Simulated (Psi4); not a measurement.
# [OF2]+ (SMILES F[O+]F): UMP2/cc-pVTZ

What is the vertical doublet–quartet gap of [OF2]+ at UMP2/cc-pVTZ? 

The results are computed with Psi4 1.11.

4 further runs of the same task are left out: 4 that didn't finish.

## 1. The system as given

[OF2]+: 3 atoms, total charge +1, spin state doublet. As SMILES, `F[O+]F`. The coordinates come from a PBE0-D4/def2-TZVP relaxation.

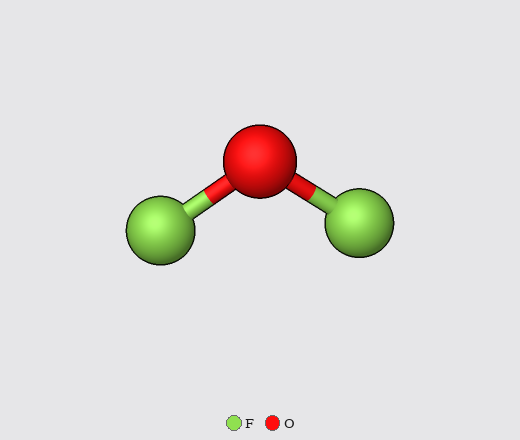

Viewed from a chosen angle; fluorine green, oxygen red.

## 2. The energy at UMP2/cc-pVTZ

Contents of calc.in:

```
memory 1600 mb

molecule {
  1 2
  F      0.920200    -0.309010     0.473410
  O      0.000640     0.505210     0.055670
  F     -0.920840    -0.196190    -0.529090
  symmetry c1
}

set {
  basis           cc-pVTZ
  reference       uhf
  puream          true
  e_convergence   1e-09
  d_convergence   1e-08
  scf_type        pk
  num_frozen_docc 3
  mp2_type        conv
  maxiter         100
}

e_tot, wfn = energy('mp2', return_wfn=True)
```

On the command line:

```sh
psi4 -i calc.in -o calc.out -n 1
```

calc.out:

```text
[...]
  Running in c1 symmetry.
[...]
  Nuclear repulsion =   79.155290775448890
[...]
  Multiplicity = 2
[...]
  Nalpha       = 13
  Nbeta        = 12
[...]
    Number of basis functions: 90
[...]
   @UHF iter   1:  -272.86991142167136    2.71886e-01   8.61670e-03 ADIIS/DIIS
[...]
   @UHF iter  18:  -273.11229680303313   -4.60432e-12   6.12507e-09 DIIS
[...]
   @S^2 Observed:                7.894135236E-01
[...]
    Orbital Energies [Eh]
    ---------------------
    Alpha Occupied:
       1A    -26.819397     2A    -26.819371     3A    -21.351995
       4A     -2.279599     5A     -2.067904     6A     -1.718302
       7A     -1.354120     8A     -1.268523     9A     -1.258100
      10A     -1.134077    11A     -1.075518    12A     -1.060698
      13A     -1.037539
    Alpha Virtual:
      14A     -0.188417    15A     -0.134903    16A      0.352499
      17A      0.357152    18A      0.360889    19A      0.530711
      20A      0.577785    21A      0.603803    22A      0.640704
      23A      0.640754    24A      0.670816    25A      0.769995
[...]
  @UHF Final Energy:  -273.11229680303313
   => Energetics <=
    Nuclear Repulsion Energy =             79.1552907754488899
    One-Electron Energy =                -527.6437162393269773
    Two-Electron Energy =                 175.3761286608449836
    Total Energy =                       -273.1122968030331322
  UHF NO Occupations:
  HONO-2 :   11  A 1.9924361
  HONO-1 :   12  A 1.9909015
[...]
 Multipole Moments:
 ------------------------------------------------------------------------------------
     Multipole            Electronic (a.u.)      Nuclear  (a.u.)        Total (a.u.)
 ------------------------------------------------------------------------------------
 L = 1.  Multiply by 2.5417464519 to convert [e a0] to [Debye]
 Dipole X            :         -0.0046394            0.0231422            0.0185028
 Dipole Y            :         -0.0857558            0.4280823            0.3423265
 Dipole Z            :         -0.0000000            0.0000000           -0.0000000
 Magnitude           :                                                    0.3428262
[...]
	SCS-MP2 Total Energy (a.u.)        :  -273.80281467572217
	SOS-MP2 Total Energy (a.u.)        :  -273.74075433992658
	SCSN-MP2 Total Energy (a.u.)       :  -273.43997537603383
[...]
	SOS-PI-MP2 Total Energy (a.u.)     :  -273.84549726274219
[...]
	MP2 Total Energy (a.u.)            :  -273.82219242449776
[...]
```

Wall time 14 s (1 thread of Intel Xeon Platinum 8259CL at 2.50GHz (Skylake/Cascade Lake), shared host); peak memory 0.48 GiB.

## 3. The quartet at the same level

Contents of job.dat:

```
memory 1600 MB

molecule molecule1 {
  1 4
  F
  O 1 R2
  F 2 R3 1 A3

  R2 = 1.297325
  R3 = 1.297317
  A3 = 108.01616
  symmetry c1
  no_reorient
  no_com
}

set basis cc-pVTZ
set reference uhf
set puream true
set e_convergence 1e-09
set d_convergence 1e-08
set scf_type pk
set num_frozen_docc 3
set mp2_type conv
set maxiter 100

energy('mp2')
```

On the command line:

```sh
psi4 job.dat job.out -n 1
```

job.out:

```text
[...]
  Running in c1 symmetry.
[...]
  Nuclear repulsion =   79.155285640106115
[...]
  Multiplicity = 4
[...]
  Nalpha       = 14
  Nbeta        = 11
[...]
    Number of basis functions: 90
[...]
   @UHF iter   1:  -272.62766453142603    5.14132e-01   7.39844e-03 ADIIS/DIIS
[...]
   @UHF iter  22:  -272.85210034176168   -1.14255e-11   9.22342e-09 DIIS
[...]
   @S^2 Observed:                3.900503714E+00
[...]
    Orbital Energies [Eh]
    ---------------------
    Alpha Occupied:
       1A    -26.801869     2A    -26.801816     3A    -21.312182
       4A     -2.313317     5A     -2.122692     6A     -1.780223
       7A     -1.367246     8A     -1.348890     9A     -1.335615
      10A     -1.147509    11A     -1.136504    12A     -1.122695
      13A     -1.044987    14A     -0.797824
    Alpha Virtual:
      15A     -0.184803    16A      0.312664    17A      0.353561
      18A      0.357233    19A      0.514322    20A      0.566451
      21A      0.583002    22A      0.640248    23A      0.644821
      24A      0.664618    25A      0.763549    26A      1.141306
[...]
  @UHF Final Energy:  -272.85210034176168
   => Energetics <=
    Nuclear Repulsion Energy =             79.1552856401061149
    One-Electron Energy =                -527.9000340300862035
    Two-Electron Energy =                 175.8926480482184047
    Total Energy =                       -272.8521003417616839
  UHF NO Occupations:
  HONO-2 :   12  A 1.0000000
  HONO-1 :   13  A 1.0000000
[...]
 Multipole Moments:
 ------------------------------------------------------------------------------------
     Multipole            Electronic (a.u.)      Nuclear  (a.u.)        Total (a.u.)
 ------------------------------------------------------------------------------------
 L = 1.  Multiply by 2.5417464519 to convert [e a0] to [Debye]
 Dipole X            :         -0.0312288           -0.3468660           -0.3780948
 Dipole Y            :         -0.0228546           -0.2519404           -0.2747950
 Dipole Z            :         -0.0000000            0.0000000           -0.0000000
 Magnitude           :                                                    0.4674056
[...]
	SCS-MP2 Total Energy (a.u.)        :  -273.49804887846381
	SOS-MP2 Total Energy (a.u.)        :  -273.43492344104766
	SCSN-MP2 Total Energy (a.u.)       :  -273.18540265131907
[...]
	SOS-PI-MP2 Total Energy (a.u.)     :  -273.53206062426204
[...]
	MP2 Total Energy (a.u.)            :  -273.52716257008188
[...]
```

It took 11 s on 1 thread of Intel Xeon Platinum 8259CL at 2.50GHz (Skylake/Cascade Lake), shared host; peak memory 0.48 GiB.

## 4. Outcome

Level: UMP2/cc-pVTZ, 3 core orbitals frozen.

| quantity | value |
| --- | --- |
| doublet: total energy | -273.82219 Eh |
| doublet: HOMO energy (Hartree–Fock orbitals) (highest over α and β) | -28.23 eV |
| doublet: LUMO energy (Hartree–Fock orbitals) (lowest over α and β) | -9.55 eV |
| doublet: correlation energy (3 core orbitals frozen) | -709.9 mEh |
| doublet: ⟨S²⟩ of the reference determinant | 0.789 |
| quartet: total energy | -273.52716 Eh |
| quartet: HOMO energy (Hartree–Fock orbitals) (highest over α and β) | -21.71 eV |
| quartet: LUMO energy (Hartree–Fock orbitals) (lowest over α and β) | -12.44 eV |
| quartet: correlation energy (3 core orbitals frozen) | -675.1 mEh |
| quartet: ⟨S²⟩ of the reference determinant | 3.901 |
| vertical energy of the quartet above the doublet | 8.028 eV |

In words: At this shape the quartet lies 8.03 eV (185 kcal/mol) above the doublet. ⟨S²⟩ (quartet) is 3.90 where a pure quartet has 3.75: the reference is spin-contaminated.
